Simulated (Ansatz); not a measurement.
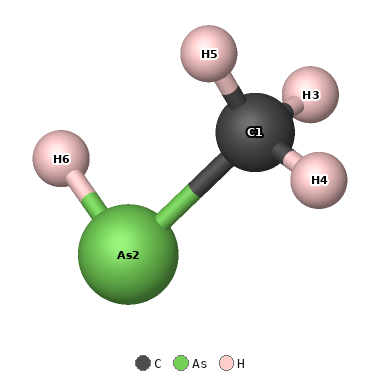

The system is CH₄As, SMILES C[AsH], spin multiplicity 2; the picture shows the reference structure. 
- First axis: bond length C1–H3. Second axis: bond length C1–H5.
- Nothing is relaxed (all other coordinates rigid).
- Grid: 11 × 11 points.
- Points are written as (first, second).
- Energies: kcal/mol, counted from the lowest grid point.
- The calculation used UHF-MP2, frozen core/def2-TZVP (Ansatz 0.2.0).

Its coordinates:

| atom | x (Å) | y (Å) | z (Å) |
| --- | --- | --- | --- |
| C | 0.0219 | -0.3615 | -0.4288 |
| As | 0.3182 | 0.1261 | 1.4507 |
| H | -1.0334 | -0.2639 | -0.6842 |
| H | 0.3325 | -1.3936 | -0.5818 |
| H | 0.6017 | 0.2877 | -1.0852 |
| H | -0.1988 | 1.5413 | 1.2831 |

Range: bond length C1–H3 from 0.894 to 1.635 Å; bond length C1–H5 from 0.938 to 1.526 Å.

Q: Predict the map.

A: The lowest grid point is at (1.116 Å, 1.114 Å). No other kind of well shows on this grid. The highest grid point, (1.635 Å, 1.526 Å), lies 88.0 kcal/mol above the lowest. Round the minimum the contours are nearly round: the two directions are equally stiff and uncoupled.

```
bond length C1–H5 ↓, bond length C1–H3 →  0.894  0.968  1.042  1.116  1.190  1.265  1.339  1.413  1.487  1.561  1.635
                                   1.526   58.2   43.2   36.7   36.0   39.1   44.7   51.6   59.5   67.9   77.0   88.0
                                   1.467   51.4   36.4   29.9   29.2   32.3   37.8   44.8   52.6   60.9   69.9   80.7
                                   1.409   45.0   29.9   23.5   22.8   25.8   31.4   38.3   46.1   54.5   63.4   74.0
                                   1.350   38.8   23.7   17.3   16.6   19.6   25.1   32.1   39.9   48.2   57.1   67.6
                                   1.291   33.0   18.0   11.5   10.8   13.9   19.4   26.3   34.1   42.4   51.3   61.7
                                   1.232   28.1   13.0    6.6    5.9    8.9   14.4   21.3   29.1   37.4   46.3   56.6
                                   1.173   24.3    9.3    2.8    2.1    5.1   10.6   17.5   25.3   33.6   42.4   52.7
                                   1.114   22.3    7.2    0.7    0.0    3.0    8.5   15.4   23.2   31.5   40.3   50.5
                                   1.055   22.6    7.5    1.1    0.3    3.3    8.8   15.7   23.5   31.7   40.5   50.8
                                   0.996   26.2   11.2    4.7    4.0    6.9   12.4   19.3   27.1   35.4   44.2   54.3
                                   0.938   34.3   19.3   12.8   12.1   15.1   20.5   27.4   35.2   43.5   52.3   62.4
```

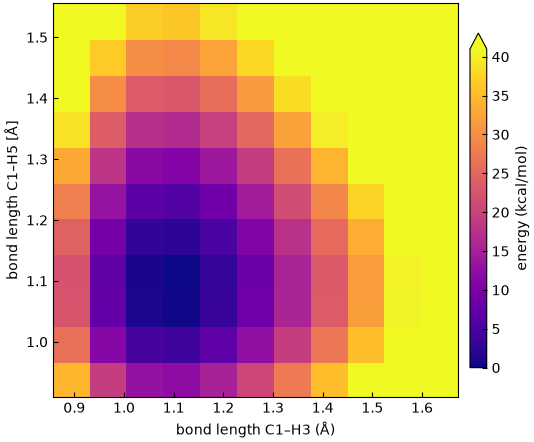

In the figure: one coloured cell a grid point, one colour for all values above the top of the scale.

Each point was launched as `ansatz run input.yaml --threads 1 --pin off --max-ram 2560MiB --backend cpu --events-out ev --progress --plain --runs-dir out`. The whole map (121 points run) took 12 min on 1 thread of Arm Neoverse V1 (shared host).
